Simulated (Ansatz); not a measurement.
# BrClH3InOSi: trial inputs and their diagnosis

4 inputs were typed for BrClH3InOSi. Each is run as it stands; the log then has to tell whether the result can be used.

Program: Ansatz 0.2.0, Gaussian basis. Level of theory: the settings change from run to run. These are calculated values, not measurements.

**1. The molecule**

An earlier PBE0-D4 in a triple-zeta def2 set relaxation fixed the geometry. In takes a core potential in def2 sets; no spin-orbit term is included.

SMILES `[SiH3][O][In]([Cl])[Br]`, 8 atoms, charge 0, spin multiplicity 1.

Atoms are counted from 1 here; the program's logs count them from 0.

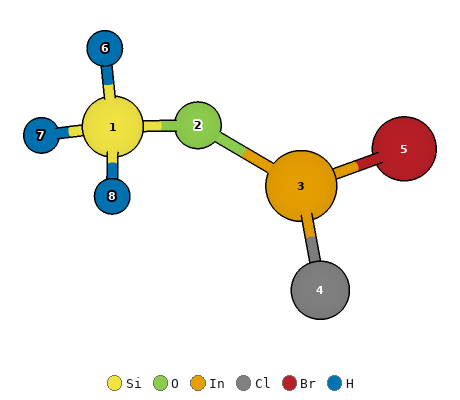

The structure; silicon yellow, oxygen green, indium amber, chlorine grey, bromine red, hydrogen blue; atoms are numbered from 1 in the order of the file.

**2. Attempt 1**

in.yaml reads:

```yaml
crystal:
  periodic: [false, false, false]
  atoms:
    - {symbol: Si, position_ang: [1.027194, -0.569215, 0.992349]}
    - {symbol: O, position_ang: [0.265612, 0.646106, 0.201355]}
    - {symbol: In, position_ang: [-1.153361, 0.817525, -1.127587]}
    - {symbol: Cl, position_ang: [-2.152328, -1.097524, -1.916489]}
    - {symbol: Br, position_ang: [-1.793072, 3.032392, -1.878630]}
    - {symbol: H, position_ang: [2.459188, -0.605486, 0.592900]}
    - {symbol: H, position_ang: [0.935785, -0.334677, 2.457481]}
    - {symbol: H, position_ang: [0.410981, -1.889110, 0.678620]}
basis:
  gaussian: {orbitals: def2-TZVPD, fitting: {mean_field: cc-pVTZ-jkfit}, final_grid: {core_spheres: 5, valence_spheres: 4, degree: 11}}
total_charge: 1
magnetization: {spin_polarized: false, initial_magnetization: 1}
hamiltonian: {xc: {name: B97M-V}}
```

Started as:

```console
ansatz run in.yaml --threads 4 --pin off --events-out ev --progress --plain --max-ram 10444MiB
```

Log:

```text
Functional definition: B97M-V
  name "B97M-V"
  cite "Mardirossian & Head-Gordon, J. Chem. Phys. 142, 074111 (2015) doi:10.1063/1.4907719"
  cite "Becke, J. Chem. Phys. 107, 8554 (1997) doi:10.1063/1.475007"
  cite "Vydrov & Van Voorhis, J. Chem. Phys. 133, 244103 (2010) doi:10.1063/1.3521275"
  # Of w^i u^j: cxij and so on, Table III.
  parameter cx00 = 1.000
  parameter cx01 = 1.308
  parameter cx02 = 1.901
  parameter cx10 = 0.416
  parameter cx11 = 3.070
  parameter css00 = 1.000
  parameter css02 = -1.855
  parameter css10 = -5.668
  parameter css32 = -20.497
  parameter css42 = -20.364
  parameter cos00 = 1.000
  parameter cos01 = 1.573
  parameter cos03 = -6.298
  parameter cos10 = 2.535
  parameter cos32 = -6.427
  parameter b = 6.0
  parameter c = 0.01
  gx(w, u) = cx00 + cx01*u + cx02*u^2 + (cx10 + cx11*u)*w
  gss(w, u) = css00 + css02*u^2 + css10*w + (css32*w^3 + css42*w^4)*u^2
  gos(w, u) = cos00 + cos01*u + cos03*u^3 + cos10*w + cos32*w^3*u^2
  exchange = spin_sum(e_x_unif_s*gx(b97_w, b97_u_x))
  correlation = spin_sum(e_c_pw_mod_same_spin*gss(b97_w, b97_u_same))
      + integral(e_c_pw_mod_opposite_spin*gos(b97_w_opposite, b97_u_opposite)) + vv10(b, c)
Error: <dir> the basis set cc-pVTZ-JKFIT has no functions for In
```

Run time: 0.1 s. Hardware: 4 threads of Arm Neoverse V1, shared host.

Diagnosis: Refused before any calculation. The fitting set named has no entry for an element of this molecule. Cure: leave the fitting key out, or name a set that covers all elements and suits the basis. The input also asks for charge 1 and multiplicity 2, not those of the species named; set them back first.

**3. Attempt 2**

in.yaml reads:

```yaml
crystal:
  periodic: [false, false, false]
  atoms:
    - {symbol: Si, position_ang: [1.900993, -1.011268, 1.885723]}
    - {symbol: O, position_ang: [0.436967, 1.172091, 0.444875]}
    - {symbol: In, position_ang: [-2.171863, 1.582834, -2.072272]}
    - {symbol: Cl, position_ang: [-4.044060, -1.998472, -3.587715]}
    - {symbol: Br, position_ang: [-3.401321, 5.783012, -3.619839]}
    - {symbol: H, position_ang: [4.772393, -1.157174, 1.124035]}
    - {symbol: H, position_ang: [1.731090, -0.732328, 4.640885]}
    - {symbol: H, position_ang: [0.727649, -3.489585, 1.236744]}
basis:
  gaussian: {orbitals: def2-mTZVP}
total_charge: -1
magnetization: {spin_polarized: true, initial_magnetization: 1}
hamiltonian: {xc: {name: RPBE}, dispersion: d3bjatm}
output: {forces: true}
```

The command is unchanged.

Log (excerpt; [...] marks lines left out):

```text
Functional definition: RPBE
  name "RPBE"
  cite "Hammer, Hansen & Nørskov, Phys. Rev. B 59, 7413 (1999) doi:10.1103/PhysRevB.59.7413"
  cite "Perdew, Burke & Ernzerhof, Phys. Rev. Lett. 77, 3865 (1996) doi:10.1103/PhysRevLett.77.3865"
[...]
1457 factors; their error is unknown
[...]
mean field -97703.94789452 eV, -3590.5538590092 hartree, gradient 1.0e-8 eV, S^2 2.258296; 12 other end points of the search recorded, 0 dependent functions left out
[...]
reference -97703.94797283 eV, -3590.5538618871 hartree; 50, 49 occupied and 99, 100 virtual orbitals, 1457 factors
Total energy: -97704.33113314 eV, -3590.5679427687 hartree
Atom 0 at     1.900993    -1.011268     1.885723 Å, force    -0.224685    -0.251322     0.297021 eV/Å
Atom 1 at     0.436967     1.172091     0.444875 Å, force     0.158652    -0.734834     0.192473 eV/Å
Atom 2 at    -2.171863     1.582834    -2.072272 Å, force     0.079240    -0.173988     0.084427 eV/Å
Atom 3 at    -4.044060    -1.998472    -3.587715 Å, force     0.200487     0.411004     0.159713 eV/Å
Atom 4 at    -3.401321     5.783012    -3.619839 Å, force     0.097007    -0.316879     0.120975 eV/Å
Atom 5 at     4.772393    -1.157174     1.124035 Å, force    -0.775210     0.089087     0.178313 eV/Å
Atom 6 at     1.731090    -0.732328     4.640885 Å, force     0.028419    -0.077064    -1.290848 eV/Å
Atom 7 at     0.727649    -3.489585     1.236744 Å, force     0.436089     1.053996     0.257925 eV/Å
Dipole moment:    -0.459550     1.191063    -0.598169 e Å
```

Run time: 69 s. Hardware: 4 threads of Arm Neoverse V1, shared host; peak memory 0.41 GiB.

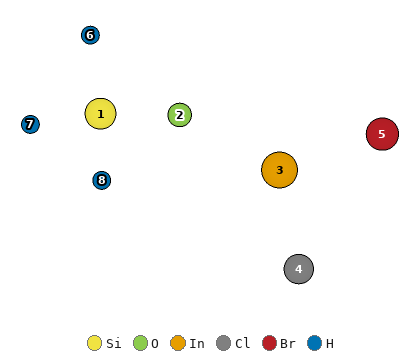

The geometry of this input.

What is wrong: The run converged, but a converged run isn't a right one. The coordinates are in bohr but typed as ångström. The shortest distance is 2.77 Å (Si1–H7), against 1.49 Å in the relaxed molecule. It also asks for charge -1 and multiplicity 2, another species or state than the molecule above. Its energy is no property of the relaxed molecule. To mend it, take the coordinates from the file in ångström, and set charge and spin to those of the species named.

**4. Attempt 3**

in.yaml reads:

```yaml
crystal:
  periodic: [true, true, true]
  atoms:
    - {symbol: Si, position_ang: [1.027194, -0.569215, 0.992349]}
    - {symbol: O, position_ang: [0.265612, 0.646106, 0.201355]}
    - {symbol: In, position_ang: [-1.153361, 0.817525, -1.127587]}
    - {symbol: Cl, position_ang: [-2.152328, -1.097524, -1.916489]}
    - {symbol: Br, position_ang: [-1.793072, 3.032392, -1.878630]}
    - {symbol: H, position_ang: [2.459188, -0.605486, 0.592900]}
    - {symbol: H, position_ang: [0.935785, -0.334677, 2.457481]}
    - {symbol: H, position_ang: [0.410981, -1.889110, 0.678620]}
basis:
  gaussian: {orbitals: def2-SVPD, fitting: {mean_field: def2-universal-jkfit}}
hamiltonian: {xc: {name: PBE}, dispersion: d3bjatm}
scf: {lower_state_search: off}
output: {forces: true}
```

Same command.

Log:

```text
Error: YAML parse error: error: line 2 column 3: crystal: missing field `lattice` (a structure is typed as `lattice` and `atoms`, a molecule's as `atoms` in Å alone, or read from a run's directory, `checkpoint`)
 --> <input>:2:3
  |
1 | crystal:
2 |   periodic: [true, true, true]
  |   ^ crystal: missing field `lattice` (a structure is typed as `lattice` and `atoms`, a molecule's as `atoms` in Å alone, or read from a run's directory, `checkpoint`)
3 |   atoms:
4 |     - {symbol: Si, position_ang: [1.027194, -0.569215, 0.992349]}
  |
```

Wall time 0.05 s (4 threads of Arm Neoverse V1, shared host).

Diagnosis: Refused before any calculation. The molecule is marked periodic without a cell. Fix: set periodic to false, or give a lattice.

**5. Attempt 4**

in.yaml reads:

```yaml
crystal:
  periodic: [false, false, false]
  atoms:
    - {symbol: Si, position_ang: [0.986106, -0.546447, 0.952655]}
    - {symbol: O, position_ang: [0.254988, 0.620262, 0.193301]}
    - {symbol: In, position_ang: [-1.107227, 0.784824, -1.082484]}
    - {symbol: Cl, position_ang: [-2.066235, -1.053623, -1.839829]}
    - {symbol: Br, position_ang: [-1.721349, 2.911096, -1.803485]}
    - {symbol: H, position_ang: [2.360821, -0.581266, 0.569184]}
    - {symbol: H, position_ang: [0.898354, -0.321290, 2.359182]}
    - {symbol: H, position_ang: [0.394542, -1.813546, 0.651476]}
basis:
  gaussian: {orbitals: ANO-RCC-VTZP, point_charges: [{charge: 2.00, position_ang: [5.891, 0.492, -0.798]}]}
hamiltonian: {xc: {name: HF}}
correlation: {active_space: {window: {electrons: 3, orbitals: 2}}}
scf: {lower_state_search: full}
```

Same command.

Log:

```text
Functional definition: HF
  name "HF"
  cite "Fock, Z. Phys. 61, 126 (1930) doi:10.1007/BF01340294"
  parent pbe
  exchange = exact_x
  correlation = 0
1715 factors; integrals over basis functions are off by at most 8.2e-4 eV
mean field evaluation 1: about -253334.2600 eV, gradient 4.5e1 eV
mean field evaluation 2: about -253334.4746 eV, gradient 4.5e1 eV
mean field evaluation 4: about -253338.3810 eV, gradient 3.6e0 eV
mean field evaluation 8: about -253338.4396 eV, gradient 2.8e-1 eV
mean field -253338.43993412 eV, -9310.0159486167 hartree, gradient 5.2e-6 eV, S^2 0.000000; 0 other end points of the search recorded, 0 dependent functions left out
reference -253338.43993412 eV, -9310.0159486167 hartree; 63, 63 occupied and 188, 188 virtual orbitals, 1715 factors
Error: 3 electrons in 2 orbitals form no window around the highest filled level of the reference
```

Run time: 15 s. Hardware: 4 threads of Arm Neoverse V1, shared host; peak memory 1 GiB.

Diagnosis: The run stopped with an error. The active space doesn't fit the electrons. Its coordinates are also moved off the relaxed structure (shortest distance 1.43 Å, against 1.49 Å), and have to be restored too. Cure: choose a window whose electrons and orbitals fit the reference, and remove the point charge.

**6. Summary**

```csv
attempt,level,ended,cause,time
1,B97M-V/def2-TZVPD,refused,the fitting set named has no entry for an element of this molecule,0.1 s
2,RPBE/def2-mTZVP,converged,the coordinates are in bohr but typed as ångström,69 s
3,PBE/def2-SVPD,refused,the molecule is marked periodic without a cell,0.05 s
4,HF/ANO-RCC-VTZP,stopped by an error,the active space doesn't fit the electrons,15 s
```

**Reading.** 2 refused, 1 converged, 1 stopped by an error. A refusal costs next to no computing time. The dangerous case is the input that converges on a wrong geometry, charge, spin, basis or grid: often only a look at the input shows it.
